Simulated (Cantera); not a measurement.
Input: 1 mol PbO, 420 mol H₂, 9 mol N₂, equilibrated at 0.100 bar.

These are equilibrium values from Cantera (NASA tables, ideal gas, pure condensed phases), not measurements of a reactor. Candidate condensed phases: H₂O, Pb, PbO, PbO₂, Pb₃O₄; 27 gas species. Kinetics and transport are ignored.

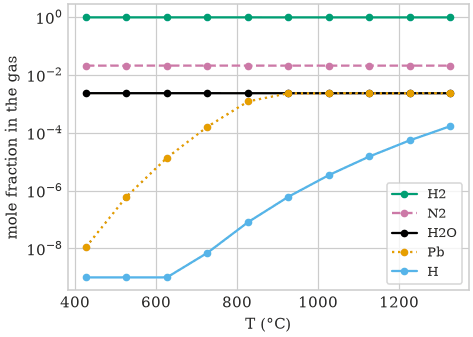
Figure. Equilibrium gas composition (values under 1e-9 drawn at 1e-9)

### Question
Read off the mole fractions at 1127 °C.

### Answer
H₂ about 0.97, N₂ about 0.021, H₂O about 0.0023, Pb about 0.0023, H about 1.5e-5.
